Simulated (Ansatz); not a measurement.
# C4H10BN: one species, many methods, part 2 of 2

Ansatz 0.2.0, Gaussian basis; functionals in def2-TZVPP, the program's frozen cores in correlated methods. The steps go on from the part before.

### Step 16. ωB97X-V (range-separated)

in.yaml

```yaml
crystal:
  periodic: [false, false, false]
  atoms:
    - {symbol: B, position_ang: [-0.497766, -1.235258, -1.461923]}
    - {symbol: N, position_ang: [0.307044, -0.515085, -0.593756]}
    - {symbol: C, position_ang: [1.208726, -1.133022, 0.356942]}
    - {symbol: C, position_ang: [0.314553, 0.931405, -0.555680]}
    - {symbol: C, position_ang: [-0.445314, 1.539237, 0.585768]}
    - {symbol: C, position_ang: [-1.279810, 0.897474, 1.388271]}
    - {symbol: H, position_ang: [-0.467799, -2.431818, -1.425236]}
    - {symbol: H, position_ang: [-1.198609, -0.638352, -2.227901]}
    - {symbol: H, position_ang: [1.110542, -2.215578, 0.300541]}
    - {symbol: H, position_ang: [2.247196, -0.862229, 0.135058]}
    - {symbol: H, position_ang: [0.988892, -0.809681, 1.378315]}
    - {symbol: H, position_ang: [1.353077, 1.287873, -0.519018]}
    - {symbol: H, position_ang: [-0.103998, 1.305812, -1.494914]}
    - {symbol: H, position_ang: [-0.284259, 2.606545, 0.722015]}
    - {symbol: H, position_ang: [-1.807184, 1.415214, 2.180081]}
    - {symbol: H, position_ang: [-1.468292, -0.165037, 1.275937]}
basis:
  gaussian: {orbitals: def2-TZVPP}
hamiltonian: {xc: {name: wB97X-V}}
output: {orbitals: {seedname: orbitals}}
```

The run is started by

```
> ansatz run in.yaml --threads 4 --pin off --events-out ev --progress --plain --max-ram 11315MiB
```

Standard output (excerpt; [...] marks lines left out):

```text
Functional definition: wB97X-V
  name "wB97X-V"
  cite "Mardirossian & Head-Gordon, Phys. Chem. Chem. Phys. 16, 9904 (2014) doi:10.1039/C3CP54374A"
  cite "Becke, J. Chem. Phys. 107, 8554 (1997) doi:10.1063/1.475007"
  cite "Vydrov & Van Voorhis, J. Chem. Phys. 133, 244103 (2010) doi:10.1063/1.3521275"
[...]
      + integral(e_c_pw_opposite_spin*poly(b97_u_opposite, cos0, cos1)) + vv10(b, c)
1634 factors; their error is unknown
442 factors; integrals over basis functions are off by at most 9.0e-6 eV
[...]
mean field -6477.97752082 eV, -238.0612829593 hartree, gradient 1.6e-5 eV, S^2 0.000000; 0 other end points of the search recorded, 0 dependent functions left out
reference -6477.97751838 eV, -238.0612828696 hartree; 23, 23 occupied and 303, 303 virtual orbitals, 1634 factors
Total energy: -6477.97751838 eV, -238.0612828696 hartree
```

Wall time 13 s (4 threads of Arm Neoverse V1, shared host); peak memory 1.1 GiB.

With the free atoms at this level, -6411.856 eV in sum, the atomisation energy is 1524.8 kcal/mol. HOMO -9.84 eV, LUMO 2.10 eV.

### Step 17. ωB97M-V (range-separated)

in.yaml: that of step 16 with these lines changed.

```diff
@@ -21,3 +21,3 @@
   gaussian: {orbitals: def2-TZVPP}
-hamiltonian: {xc: {name: wB97X-V}}
-output: {orbitals: {seedname: orbitals}}
+hamiltonian: {xc: {name: wB97M-V}}
+output: {forces: true, orbitals: {seedname: orbitals}}
```

Launched as before.

Standard output (excerpt; [...] marks lines left out):

```text
Functional definition: wB97M-V
  name "wB97M-V"
  cite "Mardirossian & Head-Gordon, J. Chem. Phys. 144, 214110 (2016) doi:10.1063/1.4952647"
  cite "Becke, J. Chem. Phys. 107, 8554 (1997) doi:10.1063/1.475007"
  cite "Vydrov & Van Voorhis, J. Chem. Phys. 133, 244103 (2010) doi:10.1063/1.3521275"
  # Of w^i u^j: cxij and so on, Table III.
[...]
  gx(w, u) = 1 - cx + cx01*u + cx10*w
[...]
Atom 12 at    -0.103998     1.305812    -1.494914 Å, force     0.035598    -0.029330     0.086414 eV/Å
Atom 13 at    -0.284259     2.606545     0.722015 Å, force    -0.020760    -0.081688    -0.001554 eV/Å
Atom 14 at    -1.807184     1.415214     2.180081 Å, force     0.044185    -0.032952    -0.063856 eV/Å
Atom 15 at    -1.468292    -0.165037     1.275937 Å, force     0.021234     0.068638     0.002790 eV/Å
Dipole moment:     0.253312     0.216841     0.215068 e Å
```

Wall time 18 s (4 threads of Arm Neoverse V1, shared host); peak memory 1.5 GiB.

With the free atoms at this level, -6410.156 eV in sum, the atomisation energy is 1528.5 kcal/mol. HOMO -9.77 eV, LUMO 1.80 eV.

### Step 18. B2PLYP (double hybrid)

in.yaml: that of step 17 with these lines changed.

```diff
@@ -21,3 +21,2 @@
   gaussian: {orbitals: def2-TZVPP}
-hamiltonian: {xc: {name: wB97M-V}}
-output: {forces: true, orbitals: {seedname: orbitals}}
+hamiltonian: {xc: {name: B2PLYP}}
```

Same command.

Standard output (excerpt; [...] marks lines left out):

```text
Functional definition: B2PLYP
  name "B2PLYP"
  cite "Grimme, J. Chem. Phys. 124, 034108 (2006) doi:10.1063/1.2148954"
  cite "Becke, Phys. Rev. A 38, 3098 (1988) doi:10.1103/PhysRevA.38.3098"
  cite "Lee, Yang & Parr, Phys. Rev. B 37, 785 (1988) doi:10.1103/PhysRevB.37.785"
[...]
1912 factors; integrals over basis functions are off by at most 1.3e-3 eV
[...]
mean field -6464.95807482 eV, -237.5828271436 hartree, gradient 1.4e-6 eV, S^2 0.000000; 0 other end points of the search recorded, 0 dependent functions left out
6 core orbitals not correlated: weight in the atoms' cores, before any rotation towards them, 1.000 or more for the frozen orbitals, at most 0.000 for the correlated occupied ones
reference -6464.95827324 eV, -237.5828344355 hartree; 17, 17 occupied and 303, 303 virtual orbitals, 1912 factors
second order -32.69443063 eV of doubles, -0.00000000 eV of singles
Total energy: -6473.78576951 eV, -237.9072389399 hartree
```

Run time: 11 s. Hardware: 4 threads of Arm Neoverse V1, shared host; peak memory 1.1 GiB.

With the free atoms at this level, -6408.255 eV in sum, the atomisation energy is 1511.2 kcal/mol.

### Step 19. PBE-QIDH (double hybrid)

in.yaml: that of step 18 with these lines changed.

```diff
@@ -21,2 +21,2 @@
   gaussian: {orbitals: def2-TZVPP}
-hamiltonian: {xc: {name: B2PLYP}}
+hamiltonian: {xc: {name: PBE-QIDH}}
```

Launched as before.

Standard output (excerpt; [...] marks lines left out):

```text
Functional definition: PBE-QIDH
  name "PBE-QIDH"
  cite "Brémond, Sancho-García, Pérez-Jiménez & Adamo, J. Chem. Phys. 141, 031101 (2014) doi:10.1063/1.4890314"
  cite "Perdew, Burke & Ernzerhof, Phys. Rev. Lett. 77, 3865 (1996) doi:10.1103/PhysRevLett.77.3865"
[...]
1912 factors; integrals over basis functions are off by at most 1.3e-3 eV
[...]
mean field -6460.59768528 eV, -237.4225857838 hartree, gradient 4.1e-6 eV, S^2 0.000000; 0 other end points of the search recorded, 0 dependent functions left out
6 core orbitals not correlated: weight in the atoms' cores, before any rotation towards them, 1.000 or more for the frozen orbitals, at most 0.000 for the correlated occupied ones
reference -6460.59770030 eV, -237.4225863358 hartree; 17, 17 occupied and 303, 303 virtual orbitals, 1912 factors
second order -30.37522645 eV of doubles, -0.00000000 eV of singles
Total energy: -6470.72277579 eV, -237.7946759967 hartree
```

It took 11 s on 4 threads of Arm Neoverse V1, shared host; peak memory 1.1 GiB.

With the free atoms at this level, -6404.870 eV in sum, the atomisation energy is 1518.6 kcal/mol.

### Step 20. Orbital energies across the functionals

Dipoles come from the runs that computed forces. Levels are read from the orbital files that the runs wrote:

| functional | HOMO (eV) | LUMO (eV) | gap (eV) | dipole (D) |
| --- | --- | --- | --- | --- |
| LDA (SPW92) | -6.44 | -1.14 | 5.30 |  |
| PBE-D4 | -6.28 | -0.90 | 5.38 | 2.04 |
| revPBE-D4 | -6.22 | -0.80 | 5.42 |  |
| BLYP-D4 | -6.14 | -0.77 | 5.37 |  |
| r2SCAN-D4 | -6.47 | -0.62 | 5.85 | 1.97 |
| B97M-V | -6.57 | -0.67 | 5.90 |  |
| PBE0-D4 | -7.48 | 0.07 | 7.55 |  |
| B3LYP-D4 | -7.26 | -0.17 | 7.09 | 1.92 |
| r2SCANh-D4 | -6.93 | -0.25 | 6.68 |  |
| r2SCAN0-D4 | -7.62 | 0.27 | 7.89 |  |
| HSE06-D4 | -7.08 | -0.31 | 6.77 |  |
| BHLYP-D4 | -8.51 | 0.96 | 9.47 |  |
| CAM-B3LYP-D4 | -8.83 | 1.06 | 9.90 |  |
| LC-ωPBE | -10.22 | 2.24 | 12.46 |  |
| ωB97X-V | -9.84 | 2.10 | 11.94 |  |
| ωB97M-V | -9.77 | 1.80 | 11.58 | 1.91 |

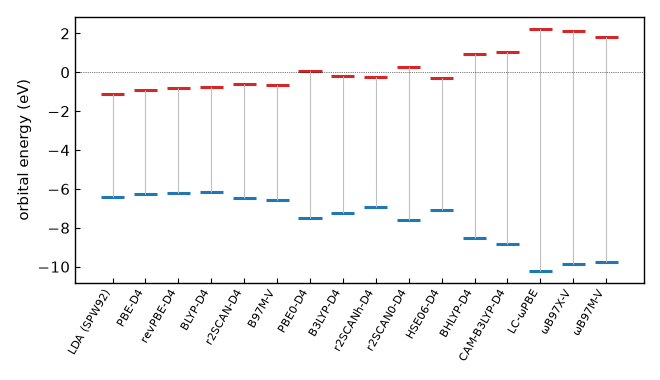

Highest occupied (blue) and lowest empty (red) level by functional.

### Step 21. CCSD(T) in def2-SVP

in.yaml: that of step 19 with these lines changed.

```diff
@@ -20,3 +20,3 @@
 basis:
-  gaussian: {orbitals: def2-TZVPP}
-hamiltonian: {xc: {name: PBE-QIDH}}
+  gaussian: {orbitals: def2-SVP}
+correlation: {method: ccsd_t}
```

Same command.

Standard output (excerpt; [...] marks lines left out):

```text
Functional definition: HF
  name "HF"
  cite "Fock, Z. Phys. 61, 126 (1930) doi:10.1007/BF01340294"
  parent pbe
[...]
1382 factors; integrals over basis functions are off by at most 1.5e-3 eV
[...]
mean field -6428.75047386 eV, -236.2522223509 hartree, gradient 3.3e-6 eV, S^2 0.000000; 0 other end points of the search recorded, 0 dependent functions left out
6 core orbitals not correlated: weight in the atoms' cores, before any rotation towards them, 1.000 or more for the frozen orbitals, at most 0.000 for the correlated occupied ones
reference -6428.75047386 eV, -236.2522223509 hartree; 17, 17 occupied and 111, 111 virtual orbitals, 1382 factors
second order -22.03903065 eV of doubles, -0.00000000 eV of singles
cycle   1  -23.18211450 eV  change    -1.1e0 eV  update   1.1e-1
[...]
cycle   9  -23.97673684 eV  change    1.8e-5 eV  update   2.0e-5
perturbative correction -0.79314864 eV, -0.0291476749 hartree
Total energy: -6453.52035934 eV, -237.1624988527 hartree
```

Run time: 20 s. Hardware: 4 threads of Arm Neoverse V1, shared host; peak memory 1 GiB.

### Step 22. CCSD(T) in def2-TZVPP

in.yaml: that of step 21 with these lines changed.

```diff
@@ -20,3 +20,4 @@
 basis:
-  gaussian: {orbitals: def2-SVP}
+  gaussian: {orbitals: def2-TZVPP}
 correlation: {method: ccsd_t}
+output: {orbitals: {seedname: orbitals}}
```

Launched as before.

Standard output (excerpt; [...] marks lines left out):

```text
Functional definition: HF
  name "HF"
  cite "Fock, Z. Phys. 61, 126 (1930) doi:10.1007/BF01340294"
  parent pbe
[...]
1912 factors; integrals over basis functions are off by at most 1.3e-3 eV
[...]
mean field -6435.82165911 eV, -236.5120836158 hartree, gradient 1.5e-6 eV, S^2 0.000000; 0 other end points of the search recorded, 0 dependent functions left out
6 core orbitals not correlated: weight in the atoms' cores, before any rotation towards them, 1.000 or more for the frozen orbitals, at most 0.000 for the correlated occupied ones
reference -6435.82165911 eV, -236.5120836158 hartree; 17, 17 occupied and 303, 303 virtual orbitals, 1912 factors
second order -26.93744427 eV of doubles, -0.00000000 eV of singles
cycle   1  -27.63507886 eV  change   -7.0e-1 eV  update   1.1e-1
[...]
cycle   9  -28.47049595 eV  change   -7.8e-6 eV  update   2.5e-5
perturbative correction -1.21081748 eV, -0.0444967218 hartree
Total energy: -6465.50297254 eV, -237.6028517657 hartree
```

Wall time 27 min (4 threads of Arm Neoverse V1, shared host); peak memory 5.3 GiB.

### Step 23. MP2 in def2-QZVPP

in.yaml: that of step 22 with these lines changed.

```diff
@@ -20,4 +20,3 @@
 basis:
-  gaussian: {orbitals: def2-TZVPP}
-correlation: {method: ccsd_t}
-output: {orbitals: {seedname: orbitals}}
+  gaussian: {orbitals: "def2-QZVPP.json"}
+correlation: {method: mp2}
```

The command is unchanged.

Standard output (excerpt; [...] marks lines left out):

```text
Functional definition: HF
  name "HF"
  cite "Fock, Z. Phys. 61, 126 (1930) doi:10.1007/BF01340294"
  parent pbe
[...]
3816 factors; integrals over basis functions are off by at most 9.2e-4 eV
[...]
mean field -6436.12613313 eV, -236.5232728297 hartree, gradient 1.3e-6 eV, S^2 0.000000; 0 other end points of the search recorded, 0 dependent functions left out
6 core orbitals not correlated: weight in the atoms' cores, before any rotation towards them, 1.000 or more for the frozen orbitals, at most 0.000 for the correlated occupied ones
reference -6436.12613313 eV, -236.5232728297 hartree; 17, 17 occupied and 619, 619 virtual orbitals, 3816 factors
second order -28.65239948 eV of doubles, -0.00000000 eV of singles
Total energy: -6464.77853261 eV, -237.5762290891 hartree
```

It took 64 s on 4 threads of Arm Neoverse V1, shared host; peak memory 6.6 GiB.

Energy pieces by basis (eV):

| basis | HF | MP2 correlation | CCSD correlation | (T) | total |
| --- | --- | --- | --- | --- | --- |
| def2-SVP | -6428.7505 | -22.0390 | -23.9767 | -0.7931 | -6453.5204 |
| def2-TZVPP | -6435.8217 | -26.9374 | -28.4705 | -1.2108 | -6465.5030 |
| def2-QZVPP | -6436.1261 | -28.6524 |  |  | -6464.7785 (MP2) |

The report of the def2-TZVPP run gives T1 = 0.0124.

### Step 24. Extrapolating to the complete basis

This step is arithmetic on the last runs, with X = 3 and 4: exp(−7.88√X) for Hartree-Fock, X^−2.97 for correlation; only MP2 was run in the larger set, so CCSD(T) minus MP2 is added from the smaller one.

| level | energy at the limit (eV) |
| --- | --- |
| HF | -6436.1681 |
| MP2 | -6466.0908 |
| CCSD | -6467.6239 |
| CCSD(T) | -6468.8347 |

### Step 25. RPA on PBE orbitals

in.yaml: that of step 23 with these lines changed.

```diff
@@ -20,3 +20,4 @@
 basis:
-  gaussian: {orbitals: "def2-QZVPP.json"}
-correlation: {method: mp2}
+  gaussian: {orbitals: def2-TZVPP}
+hamiltonian: {xc: pbe}
+correlation: {method: rpa}
```

The command is unchanged.

Standard output (excerpt; [...] marks lines left out):

```text
Functional definition: PBE
  name "PBE"
  cite "Perdew, Burke & Ernzerhof, Phys. Rev. Lett. 77, 3865 (1996) doi:10.1103/PhysRevLett.77.3865"
  parent pbe
[...]
1912 factors; integrals over basis functions are off by at most 1.3e-3 eV
[...]
mean field -6470.61333748 eV, -237.7906542132 hartree, gradient 2.2e-6 eV, S^2 0.000000; 0 other end points of the search recorded, 0 dependent functions left out
6 core orbitals not correlated: weight in the atoms' cores, before any rotation towards them, 1.000 or more for the frozen orbitals, at most 0.000 for the correlated occupied ones
reference -6434.23083605 eV, -236.4536219466 hartree; 17, 17 occupied and 303, 303 virtual orbitals, 1912 factors
Total energy: -6479.44531441 eV, -238.1152233788 hartree
```

Wall time 11 s (4 threads of Arm Neoverse V1, shared host); peak memory 1.1 GiB.

RPA correlation: -45.214 eV. No RPA run of the hydrogen atom was made, so RPA has no atomisation energy below.

### Step 26. Atomisation energies

Atomisation energy = energies of 1 B, 1 N, 4 C, 10 H (separate runs, same level) minus the molecule's; electronic only, no spin-orbit term.

Differences are taken before rounding.

| method | rung | atoms, summed (eV) | atomisation energy (kcal/mol) | from CCSD(T)/CBS (kcal/mol) | time |
| --- | --- | --- | --- | --- | --- |
| LDA (SPW92) | LDA | -6343.774 | 1734.1 | +215.1 | 2.3 s |
| PBE-D4 | GGA | -6403.445 | 1556.9 | +37.9 | 4.9 s |
| revPBE-D4 | GGA | -6412.749 | 1522.8 | +3.8 | 3.7 s |
| BLYP-D4 | GGA | -6411.074 | 1525.3 | +6.3 | 3.7 s |
| r2SCAN-D4 | meta-GGA | -6409.607 | 1525.4 | +6.4 | 8.5 s |
| B97M-V | meta-GGA | -6413.837 | 1524.5 | +5.5 | 15 s |
| PBE0-D4 | hybrid | -6405.396 | 1534.1 | +15.1 | 4.7 s |
| B3LYP-D4 | hybrid | -6414.468 | 1529.7 | +10.7 | 8.5 s |
| r2SCANh-D4 | hybrid | -6409.675 | 1518.3 | -0.6 | 8 s |
| r2SCAN0-D4 | hybrid | -6409.787 | 1508.4 | -10.6 | 8 s |
| HSE06-D4 | hybrid | -6404.929 | 1535.1 | +16.1 | 5.5 s |
| BHLYP-D4 | hybrid | -6411.576 | 1491.0 | -28.0 | 5 s |
| CAM-B3LYP-D4 | range-separated | -6409.900 | 1534.7 | +15.7 | 6 s |
| LC-ωPBE | range-separated | -6409.475 | 1520.8 | +1.9 | 4.5 s |
| ωB97X-V | range-separated | -6411.856 | 1524.8 | +5.8 | 13 s |
| ωB97M-V | range-separated | -6410.156 | 1528.5 | +9.5 | 18 s |
| B2PLYP | double hybrid | -6408.255 | 1511.2 | -7.8 | 11 s |
| PBE-QIDH | double hybrid | -6404.870 | 1518.6 | -0.4 | 11 s |
| HF/def2-TZVPP | wavefunction | -6386.597 | 1135.2 | -383.8 |  |
| MP2/def2-TZVPP | wavefunction | -6397.558 | 1503.6 | -15.4 |  |
| CCSD/def2-TZVPP | wavefunction | -6400.781 | 1464.6 | -54.4 |  |
| CCSD(T)/def2-SVP | wavefunction | -6390.170 | 1460.9 | -58.1 | 20 s |
| CCSD(T)/def2-TZVPP | wavefunction | -6401.099 | 1485.2 | -33.8 | 27 min |
| MP2/CBS | wavefunction | -6399.424 | 1537.4 | +18.4 |  |
| CCSD(T)/CBS | wavefunction | -6402.966 | 1519.0 | 0 | 28 min |

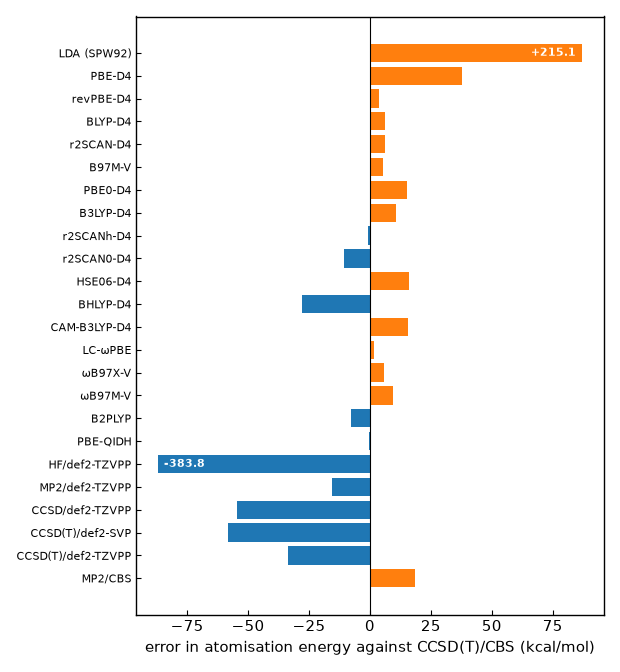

Error of each method against CCSD(T)/CBS. Bars with a number in them are cut short.

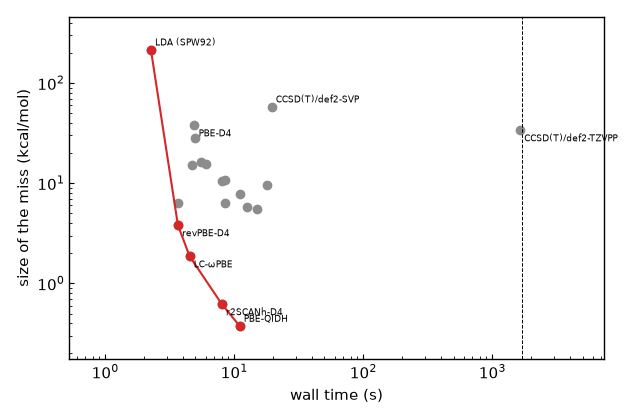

Miss against cost. Red marks the levels that no quicker level drawn beats (of those quicker than the yardstick), and the dashed line is the time of CCSD(T)/CBS. Only those levels and the largest misses are named. Times are from a shared host.

LDA (SPW92), LC-ωPBE, B2PLYP, PBE-QIDH carry no dispersion term (for B3LYP, D4 adds 12.5 kcal/mol).

Times are those of the molecule's run; HF, MP2 and CCSD come out of the CCSD(T) runs, and the limit's time is the sum of the runs that it needs.

### Step 27. Summary of results

This closing draws on all 2 parts.

```
                               quantity                                                                          value
        atomisation energy, CCSD(T)/CBS                                                                1519.0 kcal/mol
functionals within 7.6 kcal/mol (0.5 %)  revPBE-D4, BLYP-D4, r2SCAN-D4, B97M-V, r2SCANh-D4, LC-ωPBE, ωB97X-V, PBE-QIDH
                    farthest beyond LDA                                                        PBE-D4 (+37.9 kcal/mol)
                mean size of error, GGA                                                                  16.0 kcal/mol
           mean size of error, meta-GGA                                                                   5.9 kcal/mol
             mean size of error, hybrid                                                                  13.5 kcal/mol
    mean size of error, range-separated                                                                   8.2 kcal/mol
      mean size of error, double hybrid                                                                   4.1 kcal/mol
              gap, smallest and largest                                      5.30 eV (LDA (SPW92)), 12.46 eV (LC-ωPBE)
                          T1 diagnostic                                                                         0.0124
triples share of the correlation energy                                                                          4.1 %
```

What this shows: LDA overbinds by 215.1 kcal/mol (14 %). PBE-D4 misses by +37.9 kcal/mol. Double hybrids carry the basis error of their MP2 part in triple zeta, and no dispersion term here, so their miss is partly the set-up's. The rungs double hybrid, meta-GGA miss on average by less than the doubt on the reference (7.6 kcal/mol), so they tie. The reference freezes the cores and leaves out relativity and excitations past (T), so misses under about 7.6 kcal/mol can't be ranked. Hartree-Fock recovers 75 % of the binding; the rest is correlation. CCSD(T) in def2-SVP is off by -58.1 kcal/mol, which most functionals beat. The gap grows from 5.3 to 12.5 eV across the functionals, mostly with the share of exact exchange.

PBE-QIDH reaches 0.4 kcal/mol from the reference in 11 s, where CCSD(T)/CBS took 28 min; the quickest level in the cost chart, LDA (SPW92), takes 2.3 s and misses by 215.1 kcal/mol.
